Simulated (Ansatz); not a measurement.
## CuI: thickness series

Base system: CuI (space group P-3m1, No. 164; a = 4.095 Å, c = 7.212 Å; a cell from a computed database, its experimental status unchecked; layered, stacked along the Cartesian z axis).

Free-standing slabs (4 atom(s) a layer) normal to the stacking axis with 15 Å of vacuum; in-plane cell relaxed.

Method: r2SCAN+rVV10/PAW in Ansatz (a program for electronic structure), scalar-relativistic without spin-orbit coupling.

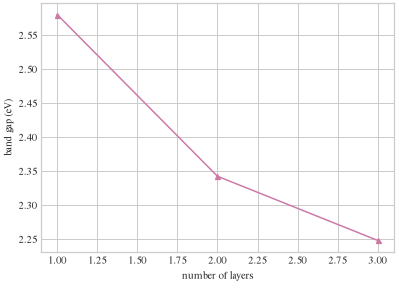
Fig. 1. Band gap against number of layers

### Question
From the plot, what is the band gap for 3 layers?

### Answer
About 2.25 eV.

### Question
Is the trend monotonic over the range shown?

### Answer
Yes, it falls throughout, spanning 2.25 eV to 2.58 eV.

With I present, leaving out spin-orbit coupling can change the band edges. No phonon test of stability was made. The final runs are not spin-polarised. This is not the structure that CuI has at room temperature and ambient pressure.
